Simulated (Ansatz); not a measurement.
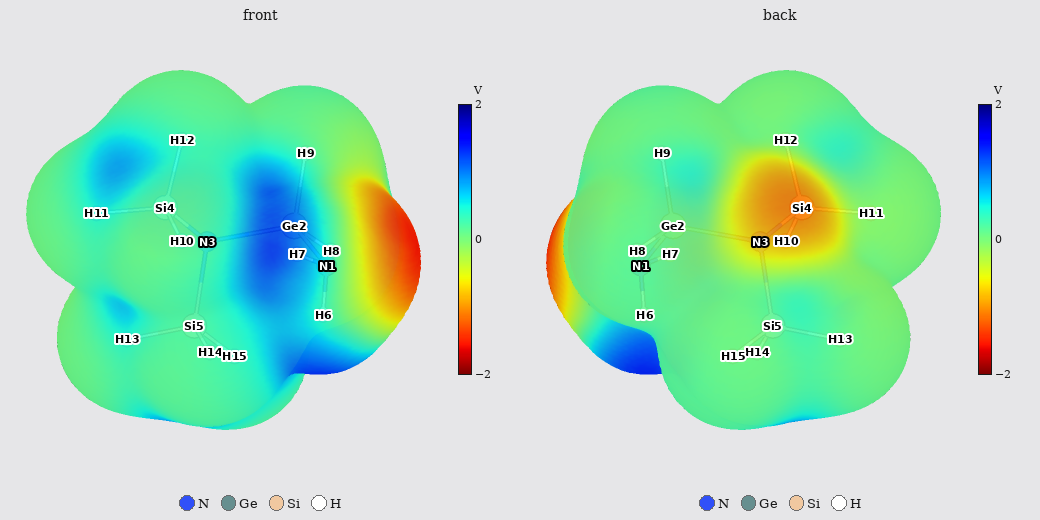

*GeH10N2Si2 (SMILES [NH2][GeH2][N]([SiH3])[SiH3]). The molecular electrostatic potential painted on the density surface at 0.001 e/bohr³, seen from the front and from behind; red is negative and blue positive.*

Not at a stationary point (largest force 1.3 eV/Å).

Theory: Ansatz 0.2.0, SCF PBE0, Gaussian basis.

The calculation's input:

```
crystal:
  periodic: [false, false, false]
  atoms:
    - { symbol: "N", position_ang: [-1.8942, -0.0557, -1.1342] }
    - { symbol: Ge, position_ang: [-1.017, -1.2326, 0.0213] }
    - { symbol: "N", position_ang: [0.6212, -0.5461, 0.6122] }
    - { symbol: Si, position_ang: [0.3037, 0.9367, 1.5691] }
    - { symbol: Si, position_ang: [1.5985, -0.0885, -0.8195] }
    - { symbol: H, position_ang: [-1.3062, 0.0356, -1.9919] }
    - { symbol: H, position_ang: [-1.9175, 0.8799, -0.6728] }
    - { symbol: H, position_ang: [-0.7678, -2.5722, -0.7173] }
    - { symbol: H, position_ang: [-1.9247, -1.5122, 1.2463] }
    - { symbol: H, position_ang: [-0.2458, 2.0012, 0.7157] }
    - { symbol: H, position_ang: [1.5627, 1.4104, 2.1632] }
    - { symbol: H, position_ang: [-0.6463, 0.6341, 2.6502] }
    - { symbol: H, position_ang: [2.9368, 0.3351, -0.3811] }
    - { symbol: H, position_ang: [0.9618, 1.0211, -1.5461] }
    - { symbol: H, position_ang: [1.7347, -1.2469, -1.7152] }
basis:
  gaussian:
    orbitals: "6-31G*"
hamiltonian:
  xc: pbe0
output:
  orbitals: {}
  forces: true
```

Launched as:

```sh
python run_energy.py
```

Question: Which sites attract a positive test charge, and which a negative one?

Answer: A positive charge is drawn to the negative regions and a negative charge to the positive ones. The most negative region (about −1.5 V) lies over N1, the most positive (about +1.3 V) over H6 and H7. N1 is the likeliest acceptor of a hydrogen bond.
